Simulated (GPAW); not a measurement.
**MnSi: which magnetic order is lowest**

Wanted: the moments of MnSi and the energy of each order that was tried.

Method: LDA; plane waves with GPAW's PAW setups, scalar-relativistic, in GPAW 26.7.0.

**Measured values to reproduce.**

“Understanding the muSR spectra of MnSi without magnetic polarons” (2014, arxiv:1405.0140) quotes from earlier work for MnSi, cubic B20 (bulk crystal, 0 K): moment (static ordered moment per Mn, T to 0 K) about 0.4 μB [Rounded literature value for the low-temperature limit].

The database entry behind the starting cell differs from later determinations by our own check (0.1 to 0.3 % short, probably kX units), so it need not match the best structure at ambient conditions.

## 1. The structure

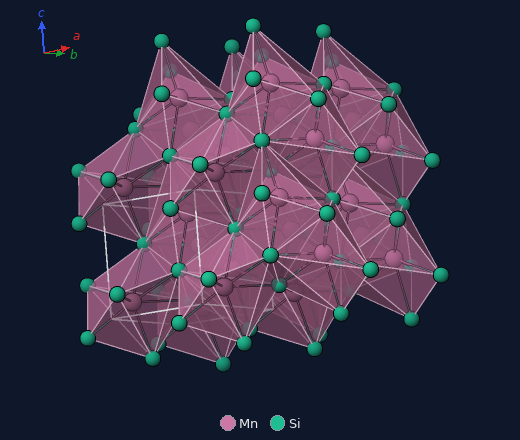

The cell as given, from a free direction (manganese pink, silicon teal). 2×2×2 cells are drawn. Some periodic images of atoms are drawn too.

## 2. Start 1: ferro ++++

Parallel moments need no larger cell; this start tests for a ferromagnetic state only.

File order1.py:

```python
import json
import numpy as np
from ase import Atoms
from ase.parallel import paropen, parprint
from gpaw import GPAW

atoms = Atoms(['Mn', 'Mn', 'Mn', 'Mn', 'Si', 'Si', 'Si', 'Si'],
    cell=[[4.548, 0.0, 0.0],
         [0.0, 4.548, 0.0],
         [0.0, 0.0, 4.548]],
    scaled_positions=[[0.138, 0.138, 0.138],
         [0.362, 0.862, 0.638],
         [0.638, 0.362, 0.862],
         [0.862, 0.638, 0.362],
         [0.846, 0.846, 0.846],
         [0.654, 0.154, 0.346],
         [0.346, 0.654, 0.154],
         [0.154, 0.346, 0.654]],
    pbc=True,
    magmoms=[3.5, 3.5, 3.5, 3.5, 0.0, 0.0, 0.0, 0.0])
atoms.calc = GPAW(mode={'name': 'pw', 'ecut': 550},
    xc='LDA',
    kpts={'size': (6, 6, 6), 'gamma': True},
    occupations={'name': 'fermi-dirac', 'width': 0.05},
    convergence={'density': 1e-05, 'energy': 1e-05},
    maxiter=200,
    symmetry={'tolerance': 1e-4},
    txt='order1.txt')
e = atoms.get_potential_energy(force_consistent=True)
res = {'free_energy': e, 'energy_sigma0': atoms.get_potential_energy(), 'fermi_energy': atoms.calc.get_fermi_level()}
res['moments'] = atoms.get_magnetic_moments().tolist()
res['total'] = atoms.get_magnetic_moment()
parprint('site moments (muB):', np.round(res['moments'], 3))
parprint(f"total moment: {res['total']:.3f} muB")
parprint(f'free energy: {e:.6f} eV')
atoms.calc.write('order1.gpw')
with paropen('results.json', 'w') as f:
    json.dump(res, f)
```

Launch:

```console
> OMP_NUM_THREADS=1 mpirun -n 8 gpaw python order1.py > order1.log
```

Numbers of over 12 decimals in the logs are rounded to 6 here.

The program printed:

```text
site moments (muB): [ 0.855  0.855  0.855  0.855 -0.031 -0.031 -0.031 -0.031]
total moment: 3.334 muB
free energy: -71.309281 eV

--- order1.txt ---
Input parameters:
  mode=PW(ecut=550),
  convergence={'density': 1e-05, 'energy': 1e-05},
  kpts=MonkhorstPack(size=(6, 6, 6), gamma=True),
  maxiter=200,
  occupations=Occupations(name='fermi-dirac', width=0.05),
  symmetry=Symmetry(tolerance=0.0001),
  xc=XC(name='LDA')

Diagonalizing LCAO Hamiltonian
Converting LCAO to pw mode
    .----------.
   /|        Si|
  / |          |
 *  |   MMn    |
 |  Si         |
 |  |       Mn |
 |  .--SiSi----.
 | /          /
 |/Mn        /
 *----------*

Atoms  # Å, Bohr magnetons
|   | symbol |        x |        y |        z |    initial magnetic moments |
|---|--------|----------|----------|----------|-----------------------------|
| 0 |     Mn | 0.627624 | 0.627624 | 0.627624 | ( 0.0000,  0.0000,  3.5000) |
| 1 |     Mn | 1.646376 | 3.920376 | 2.901624 | ( 0.0000,  0.0000,  3.5000) |
| 2 |     Mn | 2.901624 | 1.646376 | 3.920376 | ( 0.0000,  0.0000,  3.5000) |
| 3 |     Mn | 3.920376 | 2.901624 | 1.646376 | ( 0.0000,  0.0000,  3.5000) |
| 4 |     Si | 3.847608 | 3.847608 | 3.847608 | ( 0.0000,  0.0000,  0.0000) |
| 5 |     Si | 2.974392 | 0.700392 | 1.573608 | ( 0.0000,  0.0000,  0.0000) |
| 6 |     Si | 1.573608 | 2.974392 | 0.700392 | ( 0.0000,  0.0000,  0.0000) |
| 7 |     Si | 0.700392 | 1.573608 | 2.974392 | ( 0.0000,  0.0000,  0.0000) |

Unit cell  # Å
| periodic |        x |        y |        z |  lengths |    angles |
|----------|----------|----------|----------|----------|-----------|
|      yes | 4.548000 | 0.000000 | 0.000000 | 4.548000 | 90.000000 |
|      yes | 0.000000 | 4.548000 | 0.000000 | 4.548000 | 90.000000 |
|      yes | 0.000000 | 0.000000 | 4.548000 | 4.548000 | 90.000000 |

Number of symmetries: 3

BZ-sampling:
  Number of BZ points: 216
  Number of IBZ points: 40

  Monkhorst-Pack size: [6, 6, 6]
  Monkhorst-Pack shift: [0.083333, 0.083333, 0.083333]

K-points  # in reciprocal-cell coordinates
|     |                                coordinates |     weight |
|-----|--------------------------------------------|------------|
|   0 | (  0.00000000,   0.00000000,   0.00000000) | 0.00462963 |
|   1 | (  0.16666667,   0.00000000,  -0.16666667) | 0.02777778 |
|   2 | (  0.16666667,   0.00000000,   0.00000000) | 0.02777778 |
|   3 | (  0.16666667,   0.16666667,  -0.16666667) | 0.02777778 |
|   4 | (  0.16666667,   0.16666667,   0.00000000) | 0.02777778 |
|   5 | (  0.16666667,   0.16666667,   0.16666667) | 0.00925926 |
|   6 | (  0.33333333,  -0.16666667,  -0.33333333) | 0.02777778 |
|   7 | (  0.33333333,  -0.16666667,  -0.16666667) | 0.02777778 |
|   8 | (  0.33333333,  -0.16666667,   0.00000000) | 0.02777778 |
|   9 | (  0.33333333,  -0.16666667,   0.16666667) | 0.02777778 |
| ... |                                            |            |
|  39 | (  0.50000000,   0.50000000,   0.50000000) | 0.00462963 |

Plane wave coefficients: 2800
Cutoff: 550.0 eV

Spin-components: 2 (collinear spins)
Bands:           58
Projectors:      44
Spin-degeneracy: 1
Datatype:        complex128

Parallelization:
  kpt:    8
  domain: 1
  band:   1

Density:
  Valence electrons: 76.0
  Components: 2
  Grid points: [25 25 25]
  Charge: 0.0  # |e|

Potential:
  Grid points: [25 25 25]

species:
  Mn:
    name:    Manganese
    Z:       25.0
    valence: 15
    core:    10
    charge:  0.0  # [|e|]
    compensation charges:
      type: gauss
      rc: 0.38  # [Å]
      lmax: 2
    cutoffs:
      filter: 2.14  # [Å]
      core: 0.86  # [Å]
    projectors
    | kind |    occ | energy [eV] | rcut [Å] |
    |------|--------|-------------|----------|
    |   3s |  2.000 |     -85.387 |    1.275 |
    |   4s |  2.000 |      -5.282 |    1.275 |
    |   3p |  6.000 |     -54.493 |    1.281 |
    |   4p |  0.000 |      -1.471 |    1.281 |
    |   3d |  5.000 |      -7.009 |    1.138 |
    |    d |        |      20.203 |    1.138 |

    Using partial waves for Mn as LCAO basis

  Si:
    name:    Silicon
    Z:       14.0
    valence: 4
    core:    10
    charge:  0.0  # [|e|]
    compensation charges:
      type: gauss
      rc: 0.33  # [Å]
      lmax: 2
    cutoffs:
      filter: 1.86  # [Å]
      core: 2.06  # [Å]
    projectors
    | kind |    occ | energy [eV] | rcut [Å] |
    |------|--------|-------------|----------|
    |   3s |  2.000 |     -10.878 |    1.058 |
    |   3p |  2.000 |      -4.162 |    1.058 |
    |    s |        |      16.334 |    1.058 |
    |    p |        |      23.049 |    1.058 |
    |    d |        |       0.000 |    1.058 |

    Using partial waves for Si as LCAO basis

Reference energy: -157256.740628  # eV

eigensolver:
  PPCG
  Converge bands: occupied
  niter=2

density mixing:
  MSR1-Mixer
  Pratt-step length: 0.05
  Maximum mixing coefficient: 0.75
  Old densities: 10
  SVD Regularization: 0.005
  Good broyden scale: 1.0
  Trust region scale: 1.0
  Backstep threshold: 4.0
  History deletion threshold: 6.0
  Fourier metric: weight=20.0, sigma=0.015

occupation numbers:
  Fermi-Dirac:
    width: 0.0500  # eV

poisson solver:
  ecut: 4400.0  # eV

xc functional:
  name: None

convergence criteria:
- Maximum integral of absolute [dens]ity change: 1e-05 electrons / valence electron
- Maximum [total energy] change in last 3 cyles: 1e-05 eV / valence electron
- Maximum integral of absolute [eigenst]ate change: 4e-08 eV^2 / valence electron
maximum number of iterations: 200

SCF iterations
|iter     |      energy | eigst |  dens |  magmom |
|---------|-------------|-------|-------|---------|
|iter:   1|       0s |  -69.464220 | +0.73 |       | +14.0295|
|iter:   2|       3s |  -69.822353 | -0.98 | -0.92 | +13.7343|
|iter:   3|       5s |  -71.823827 | -1.30 | -0.96 | +10.5840|
|iter:   4|       8s |  -70.906641 | -1.56 | -1.05 |  +8.3894|
|iter:   5|      10s |  -70.971451 | -2.19 | -1.40 |  +6.7803|
|iter:   6|      13s |  -73.333587 | -1.70 | -1.65 |  +5.3901|
|iter:   7|      15s |  -71.316759 | -1.43 | -1.05 |  +4.8334|
|iter:   8|      17s |  -71.304637 | -1.95 | -1.52 |  +1.5005|
|iter:   9|      20s |  -71.281203 | -2.64 | -1.49 |  +3.3192|
|iter:  10|      22s |  -71.280225 | -3.52 | -2.09 |  +3.3551|
|iter:  11|      25s |  -71.281108 | -4.23 | -2.56 |  +3.3309|
|iter:  12|      27s |  -71.281220 | -4.94 | -3.01 |  +3.3126|
|iter:  13|      29s |  -71.281253c| -5.35 | -3.34 |  +3.3129|
|iter:  14|      31s |  -71.281289c| -5.64 | -3.55 |  +3.3299|
|iter:  15|      34s |  -71.281312c| -5.81 | -3.56 |  +3.3420|
|iter:  16|      36s |  -71.281313c| -6.72 | -3.79 |  +3.3381|
|iter:  17|      39s |  -71.281312c| -7.69c| -4.19 |  +3.3348|
|iter:  18|      40s |  -71.281312c| -7.70c| -4.82 |  +3.3344|
|iter:  19|      41s |  -71.281311c| -7.71c| -4.97 |  +3.3340|
|iter:  20|      42s |  -71.281311c| -8.58c| -5.58c|  +3.3339|

Converged in 20 steps
Energy contributions relative to reference atoms: (reference = -157256.740628)

Energy contributions:
  Kinetic:           7.150249
  Coulomb:          -1.022647
  Zero:              0.742350
  External:          0.000000
  Xc:              -78.123294
  Entropy:          -0.055940
  Spinorbit:         0.000000
  ----------------------------
  Free energy:     -71.309281
  Extrapolated:    -71.281311

dipole moment: (-0.000013, -0.000013, -0.000013)  # |e|*Ang

Total magnetic moment: (0.000000, 0.000000, 3.333935)

Local magnetic moments
|        x |        y |         z |
|----------|----------|-----------|
| 0.000000 | 0.000000 |  0.855227 |  # Mn   0
| 0.000000 | 0.000000 |  0.855224 |  # Mn   1
| 0.000000 | 0.000000 |  0.855224 |  # Mn   2
| 0.000000 | 0.000000 |  0.855224 |  # Mn   3
| 0.000000 | 0.000000 | -0.031233 |  # Si   4
| 0.000000 | 0.000000 | -0.031234 |  # Si   5
| 0.000000 | 0.000000 | -0.031234 |  # Si   6
| 0.000000 | 0.000000 | -0.031234 |  # Si   7

Fermi level: 10.208
Eigenvalues  # (at kpt = [0.000, 0.000, 0.000])
| band index |      eig [eV] | occ [0-1] |      eig [eV] | occ [0-1] |
|------------|---------------|-----------|---------------|-----------|
|          0 |       -68.405 |     1.000 |       -67.487 |     1.000 |
|        ... |               |           |               |           |
|         30 |         7.863 |     1.000 |         8.377 |     1.000 |
|         31 |         7.863 |     1.000 |         8.377 |     1.000 |
|         32 |         8.403 |     1.000 |         8.834 |     1.000 |
|         33 |         8.403 |     1.000 |         8.834 |     1.000 |
|         34 |         8.403 |     1.000 |         8.834 |     1.000 |
|         35 |        10.015 |     0.979 |        10.770 |     0.000 |
|         36 |        10.015 |     0.979 |        10.770 |     0.000 |
|         37 |        10.015 |     0.979 |        10.770 |     0.000 |
|         38 |        10.113 |     0.869 |        11.058 |     0.000 |
|         39 |        10.113 |     0.869 |        11.058 |     0.000 |
|         40 |        11.055 |     0.000 |        11.705 |     0.000 |
|         41 |        11.055 |     0.000 |        11.705 |     0.000 |
|         42 |        11.055 |     0.000 |        11.705 |     0.000 |
|         43 |        13.211 |     0.000 |        13.613 |     0.000 |
|         44 |        13.211 |     0.000 |        13.613 |     0.000 |
|        ... |               |           |               |           |
|         57 |        18.968 |     0.000 |        19.085 |     0.000 |

No gap
No difference between direct/indirect transitions
```

Run time: 50 s. Hardware: 8 MPI ranks of Arm Neoverse V2, shared host; peak memory 1.9 GiB; 6.6 min of CPU time.

Spin moment in the augmentation sphere by atom:

```tsv
atom	spin moment in the augmentation sphere (μB)
Mn1	0.855
Mn2	0.855
Mn3	0.855
Mn4	0.855
Si5	-0.031
Si6	-0.031
Si7	-0.031
Si8	-0.031
```

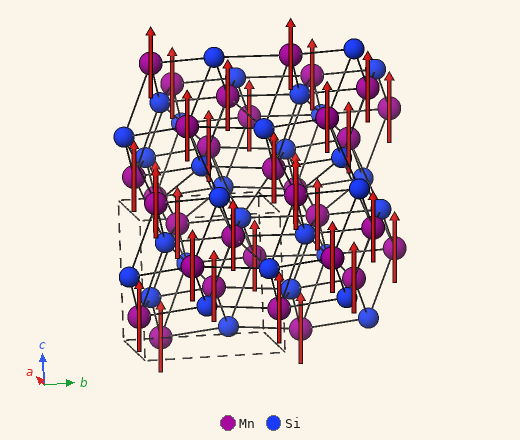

Spin moment in the augmentation sphere as arrows, the longest 0.855 μB. Up and down stand for the sign. Arrows give size and sign along the axis of quantisation, drawn up and down the page. 2×2×2 cells are drawn.

Read from the output:

```
magnetization : 3.334 μB
final state   : ferromagnetic
```

After 20 cycles the largest moment stands at 0.855 μB.

## 3. Start 2: antiferro ++--

An opposed order shows whether the pairs that it reverses prefer unlike signs.

order2.py is the script of step 2 with these lines changed:

```diff
@@ -19,3 +19,3 @@
     pbc=True,
-    magmoms=[3.5, 3.5, 3.5, 3.5, 0.0, 0.0, 0.0, 0.0])
+    magmoms=[3.5, 3.5, -3.5, -3.5, 0.0, 0.0, 0.0, 0.0])
 atoms.calc = GPAW(mode={'name': 'pw', 'ecut': 550},
@@ -27,3 +27,3 @@
     symmetry={'tolerance': 1e-4},
-    txt='order1.txt')
+    txt='order2.txt')
 e = atoms.get_potential_energy(force_consistent=True)
@@ -35,3 +35,3 @@
 parprint(f'free energy: {e:.6f} eV')
-atoms.calc.write('order1.gpw')
+atoms.calc.write('order2.gpw')
 with paropen('results.json', 'w') as f:
```

Launch:

```console
> OMP_NUM_THREADS=1 mpirun -n 8 gpaw python order2.py > order2.log
```

The program printed:

```text
site moments (muB): [-0.013  0.012  0.001  0.001  0.    -0.    -0.    -0.   ]
total moment: 0.001 muB
free energy: -71.218506 eV

--- order2.txt ---
Input parameters:
  mode=PW(ecut=550),
  convergence={'density': 1e-05, 'energy': 1e-05},
  kpts=MonkhorstPack(size=(6, 6, 6), gamma=True),
  maxiter=200,
  occupations=Occupations(name='fermi-dirac', width=0.05),
  symmetry=Symmetry(tolerance=0.0001),
  xc=XC(name='LDA')

Diagonalizing LCAO Hamiltonian
Converting LCAO to pw mode
    .----------.
   /|        Si|
  / |          |
 *  |   MMn    |
 |  Si         |
 |  |       Mn |
 |  .--SiSi----.
 | /          /
 |/Mn        /
 *----------*

Atoms  # Å, Bohr magnetons
|   | symbol |        x |        y |        z |    initial magnetic moments |
|---|--------|----------|----------|----------|-----------------------------|
| 0 |     Mn | 0.627624 | 0.627624 | 0.627624 | ( 0.0000,  0.0000,  3.5000) |
| 1 |     Mn | 1.646376 | 3.920376 | 2.901624 | ( 0.0000,  0.0000,  3.5000) |
| 2 |     Mn | 2.901624 | 1.646376 | 3.920376 | ( 0.0000,  0.0000, -3.5000) |
| 3 |     Mn | 3.920376 | 2.901624 | 1.646376 | ( 0.0000,  0.0000, -3.5000) |
| 4 |     Si | 3.847608 | 3.847608 | 3.847608 | ( 0.0000,  0.0000,  0.0000) |
| 5 |     Si | 2.974392 | 0.700392 | 1.573608 | ( 0.0000,  0.0000,  0.0000) |
| 6 |     Si | 1.573608 | 2.974392 | 0.700392 | ( 0.0000,  0.0000,  0.0000) |
| 7 |     Si | 0.700392 | 1.573608 | 2.974392 | ( 0.0000,  0.0000,  0.0000) |

Unit cell  # Å
| periodic |        x |        y |        z |  lengths |    angles |
|----------|----------|----------|----------|----------|-----------|
|      yes | 4.548000 | 0.000000 | 0.000000 | 4.548000 | 90.000000 |
|      yes | 0.000000 | 4.548000 | 0.000000 | 4.548000 | 90.000000 |
|      yes | 0.000000 | 0.000000 | 4.548000 | 4.548000 | 90.000000 |

Number of symmetries: 1

BZ-sampling:
  Number of BZ points: 216
  Number of IBZ points: 112

  Monkhorst-Pack size: [6, 6, 6]
  Monkhorst-Pack shift: [0.083333, 0.083333, 0.083333]

Plane wave coefficients: 2800
Cutoff: 550.0 eV

Spin-components: 2 (collinear spins)
Bands:           50
Projectors:      44
Spin-degeneracy: 1
Datatype:        complex128

Parallelization:
  kpt:    8
  domain: 1
  band:   1

Density:
  Valence electrons: 76.0
  Components: 2
  Grid points: [25 25 25]
  Charge: 0.0  # |e|

Potential:
  Grid points: [25 25 25]

[... setups left out ...]
Reference energy: -157256.740628  # eV

eigensolver:
  PPCG
  Converge bands: occupied
  niter=2

density mixing:
  MSR1-Mixer
  Pratt-step length: 0.05
  Maximum mixing coefficient: 0.75
  Old densities: 10
  SVD Regularization: 0.005
  Good broyden scale: 1.0
  Trust region scale: 1.0
  Backstep threshold: 4.0
  History deletion threshold: 6.0
  Fourier metric: weight=20.0, sigma=0.015

occupation numbers:
  Fermi-Dirac:
    width: 0.0500  # eV

poisson solver:
  ecut: 4400.0  # eV

xc functional:
  name: None

convergence criteria:
- Maximum integral of absolute [dens]ity change: 1e-05 electrons / valence electron
- Maximum [total energy] change in last 3 cyles: 1e-05 eV / valence electron
- Maximum integral of absolute [eigenst]ate change: 4e-08 eV^2 / valence electron
maximum number of iterations: 200

SCF iterations
|iter     |      energy | eigst |  dens |  magmom |
|---------|-------------|-------|-------|---------|
|iter:   1|       0s |  -68.901421 | +0.78 |       |  -0.0000|
|iter:   2|       5s |  -69.190630 | -0.80 | -0.97 |  -0.0000|
|iter:   3|      10s |  -74.834903 | -0.50 | -0.99 |  +0.0001|
|iter:   4|      15s |  -72.118307 | +0.01 | -0.91 |  -0.0003|
|iter:   5|      20s |  -70.811127 | -0.60 | -0.98 |  -0.0005|
|iter:   6|      26s |  -75.384759 | -0.90 | -1.64 |  -0.0210|
|iter:   7|      31s |  -71.059742 | -0.93 | -0.96 |  -0.0139|
|iter:   8|      36s |  -72.070754 | -1.51 | -1.76 |  -0.0540|
|iter:   9|      41s |  -71.135483 | -1.60 | -1.24 |  -0.0301|
|iter:  10|      47s |  -71.172944 | -2.57 | -1.82 |  -0.0448|
[... 32 iterations left out ...]
|iter:  43|     227s |  -71.175837c| -4.69 | -4.38 |  +0.0006|
|iter:  44|     232s |  -71.175828c| -5.06 | -4.41 |  +0.0019|
|iter:  45|     237s |  -71.175829c| -6.41 | -4.67 |  -0.0015|
|iter:  46|     242s |  -71.175829c| -6.40 | -4.75 |  +0.0025|
|iter:  47|     247s |  -71.175828c| -6.60 | -4.38 |  +0.0018|
|iter:  48|     252s |  -71.175827c| -6.25 | -4.79 |  +0.0020|
|iter:  49|     257s |  -71.175826c| -7.02 | -4.18 |  +0.0016|
|iter:  50|     262s |  -71.175824c| -6.08 | -4.76 |  +0.0013|
|iter:  51|     267s |  -71.175824c| -6.56 | -5.18c|  +0.0011|
|iter:  52|     273s |  -71.175824c| -8.04c| -5.09c|  +0.0007|

Converged in 52 steps
Energy contributions relative to reference atoms: (reference = -157256.740628)

Energy contributions:
  Kinetic:           2.037418
  Coulomb:           3.029255
  Zero:              0.755836
  External:          0.000000
  Xc:              -76.955652
  Entropy:          -0.085363
  Spinorbit:         0.000000
  ----------------------------
  Free energy:     -71.218506
  Extrapolated:    -71.175824

dipole moment: (-0.000015, -0.000014, -0.000014)  # |e|*Ang

Total magnetic moment: (0.000000, 0.000000, 0.000656)

Local magnetic moments
|        x |        y |         z |
|----------|----------|-----------|
| 0.000000 | 0.000000 | -0.013299 |  # Mn   0
| 0.000000 | 0.000000 |  0.012401 |  # Mn   1
| 0.000000 | 0.000000 |  0.000720 |  # Mn   2
| 0.000000 | 0.000000 |  0.000836 |  # Mn   3
| 0.000000 | 0.000000 |  0.000002 |  # Si   4
| 0.000000 | 0.000000 | -0.000010 |  # Si   5
| 0.000000 | 0.000000 | -0.000005 |  # Si   6
| 0.000000 | 0.000000 | -0.000006 |  # Si   7

Fermi level: 10.169
Eigenvalues  # (at kpt = [0.000, 0.000, 0.000])
| band index |      eig [eV] | occ [0-1] |      eig [eV] | occ [0-1] |
|------------|---------------|-----------|---------------|-----------|
|          0 |       -67.985 |     1.000 |       -67.985 |     1.000 |
|        ... |               |           |               |           |
|         27 |         7.729 |     1.000 |         7.729 |     1.000 |
|         28 |         7.729 |     1.000 |         7.729 |     1.000 |
|         29 |         8.094 |     1.000 |         8.094 |     1.000 |
|         30 |         8.095 |     1.000 |         8.095 |     1.000 |
|         31 |         8.096 |     1.000 |         8.097 |     1.000 |
|         32 |         8.597 |     1.000 |         8.597 |     1.000 |
|         33 |         8.598 |     1.000 |         8.598 |     1.000 |
|         34 |         8.599 |     1.000 |         8.599 |     1.000 |
|         35 |        10.363 |     0.020 |        10.363 |     0.020 |
|         36 |        10.363 |     0.020 |        10.363 |     0.020 |
|         37 |        10.364 |     0.020 |        10.364 |     0.020 |
|         38 |        10.528 |     0.001 |        10.528 |     0.001 |
|         39 |        10.528 |     0.001 |        10.528 |     0.001 |
|         40 |        11.368 |     0.000 |        11.369 |     0.000 |
|         41 |        11.370 |     0.000 |        11.370 |     0.000 |
|         42 |        11.372 |     0.000 |        11.372 |     0.000 |
|        ... |               |           |               |           |
|         49 |        14.665 |     0.000 |        14.666 |     0.000 |

No gap
No difference between direct/indirect transitions
```

Run time: 4.7 min. Hardware: 8 MPI ranks; peak memory 2.1 GiB.

Spin moment in the augmentation sphere by atom:

```tsv
atom	spin moment in the augmentation sphere (μB)
Mn1	-0.0133
Mn2	0.0124
Mn3	0.0007
Mn4	0.0008
Si5	0.0000
Si6	0.0000
Si7	0.0000
Si8	0.0000
```

This step gave:

* final state: non-magnetic

It lies 22.7 meV a seeded atom over the first start.

[end of part 1 of 2]

[Logs and program files are shortened in this print: banners, set-up blocks, solver, clock and traceback lines can be left out without a mark of their own.]

[Logs are printed without paths, hosts, clocks, repeated set-up lines and the standing remarks that a program may print on its own settings, such as how far it seeks lower states.]

[Hosts, paths, dates, database ids (printed as entryN), source tags and the programs' standing remarks are cut or masked in the printed files.]

[Where a cell is said to come from a database of computed structures, the database is the Materials Project.]
